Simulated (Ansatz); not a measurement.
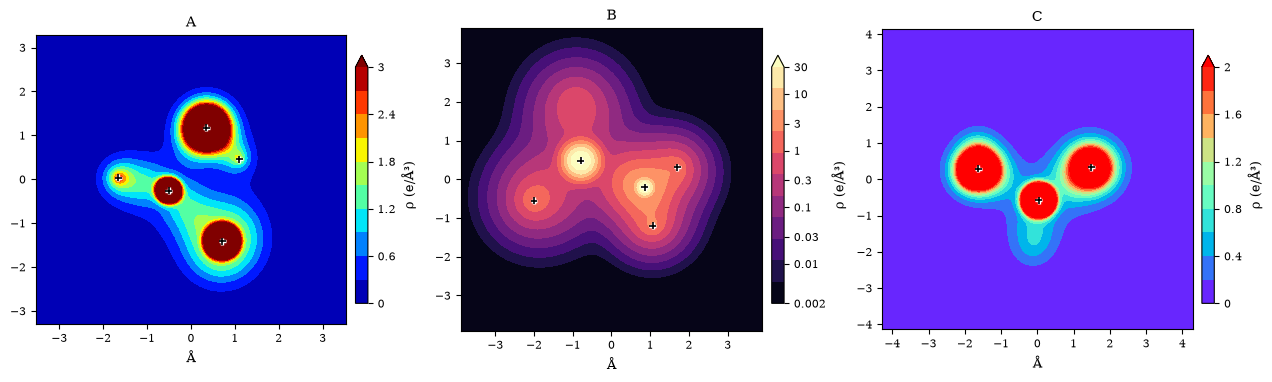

The electron density of 3 systems, each on a plane through atoms (crosses mark nuclei in the plane).

The calculation used Ansatz, RKS PBE0-D4/def2-TZVPP.

System 1: BHS···HF, the molecular plane. A transition-state structure; geometry: PBE0-D4/def2-TZVP.

```yaml
atoms:
  - { symbol: B, position_ang: [-0.1281, 0.4360, 0.3429] }
  - { symbol: F, position_ang: [0.8846, -0.8469, 0.0077] }
  - { symbol: S, position_ang: [-1.2334, 0.3592, -0.9127] }
  - { symbol: H, position_ang: [0.2002, -0.8915, -0.7665] }
  - { symbol: H, position_ang: [0.2767, 0.9431, 1.3284] }
```

System 2: AlH6NS, the plane of atoms Al1, N6 and H8. The product side of a reaction path; geometry: PBE0-D4/def2-TZVP.

```xyz
9

Al   -0.8310   -0.2308   -0.5288
S     1.0787    1.5382   -0.8515
H    -0.4925   -0.9705   -1.8986
H    -1.9602    0.8860   -0.4039
H     1.0694    1.9666    0.4217
N    -0.3667   -1.0756    0.9770
H     2.0856    0.6803   -0.6175
H     0.1406   -1.9445    1.0108
H    -0.7240   -0.8496    1.8907
```

System 3: H6NOSi···H, the plane of atoms N5, Si1 and O7. A transition-state structure; geometry: PBE0-D4/def2-TZVP.

```yaml
atoms:
  - { symbol: Si, position_ang: [-0.5369, -0.1023, -0.1763] }
  - { symbol: H, position_ang: [0.7807, -1.2075, -0.5019] }
  - { symbol: H, position_ang: [-1.4686, -1.0535, -0.8350] }
  - { symbol: H, position_ang: [-1.3556, 1.1615, -0.1060] }
  - { symbol: N, position_ang: [-0.0533, -0.1488, 1.4606] }
  - { symbol: H, position_ang: [1.0814, -0.2809, -1.1613] }
  - { symbol: O, position_ang: [0.5768, 0.6557, -1.4802] }
  - { symbol: H, position_ang: [-0.5387, 0.3960, 2.1543] }
  - { symbol: H, position_ang: [0.5038, -0.8917, 1.8462] }
  - { symbol: H, position_ang: [1.0104, 1.4713, -1.2004] }
```

Question: Match each panel to its system.

Answer: Panel A is system 1, BHS···HF: the plane holds B, F, S and H. B1···F2 (1.67 Å): the density falls to about 0.54 e/Å³ on the way. Panel B is system 2, AlH6NS: the plane holds Al, H and N. Al–N (1.79 Å): ρ is about 0.83 e/Å³ halfway. Panel C is system 3, H6NOSi···H: the plane holds Si, N and O. Si–N (1.71 Å): the density is about 1.1 e/Å³ at the midpoint.
